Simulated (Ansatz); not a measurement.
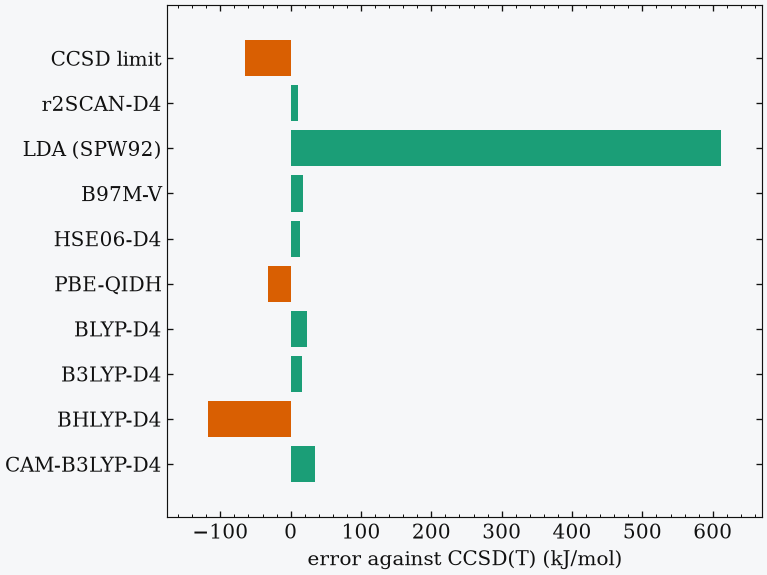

Error in the electronic atomisation energy (method less reference, so positive means overbinding) of C₂H₆FNSi, SMILES C[SiH2]/N=C/F: functionals in def2-TZVPP against frozen-core CCSD(T) at the limit (MP2 extrapolated from triple and quadruple zeta, plus CCSD(T) less MP2 in a smaller set), which gives 4122.5 kJ/mol, at a PBE0-D4/def2-TZVP geometry (a minimum by its frequencies), no zero-point or spin-orbit term, the Ansatz code. The reference leaves out core correlation, a term that grows with the number of heavy atoms. PBE-QIDH holds a correlation term that converges slowly with the basis, so part of the distance to the limit is basis error. No dispersion term is added to PBE-QIDH. Limit means the basis limit.

> Which of these levels overbind, and which underbind?

Overbind: LDA (SPW92) and CAM-B3LYP-D4. Underbind: CCSD limit, PBE-QIDH and BHLYP-D4. Within 25 kJ/mol of zero, too close to call in view of what the reference leaves out: r2SCAN-D4, B97M-V, HSE06-D4, BLYP-D4 and B3LYP-D4.

> Give the values.

| level | kJ/mol |
| --- | --- |
| CCSD limit | −64.5 |
| r2SCAN-D4 | 11.0 |
| LDA (SPW92) | 612.3 |
| B97M-V | 17.4 |
| HSE06-D4 | 12.6 |
| PBE-QIDH | −31.9 |
| BLYP-D4 | 23.3 |
| B3LYP-D4 | 16.4 |
| BHLYP-D4 | −116.8 |
| CAM-B3LYP-D4 | 35.1 |

Limits of at least one run: one conformer of a flexible molecule.
